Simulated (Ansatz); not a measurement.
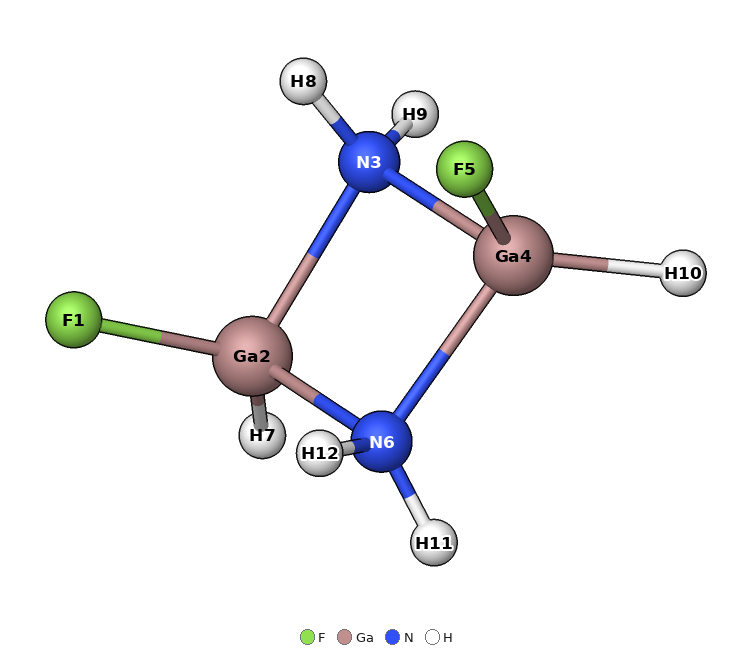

Sticks follow a distance rule. Harmonic vibrations computed with RKS PBE0-D4/def2-TZVP (Ansatz 0.2.0) at a stationary point of the same level.

How many imaginary frequencies does it have?

Answer. A minimum: no imaginary frequency, and the lowest mode lies at 60 cm⁻¹.

List the wavenumbers.

Answer. 30 modes: 60, 121, 123, 183, 186, 230, 377, 477, 488, 535, 538, 557, 568, 593, 635, 651, 655, 693, 817, 852, 856, 870, 1569, 1581, 2020, 2026, 3525, 3525, 3617, 3617 cm⁻¹.
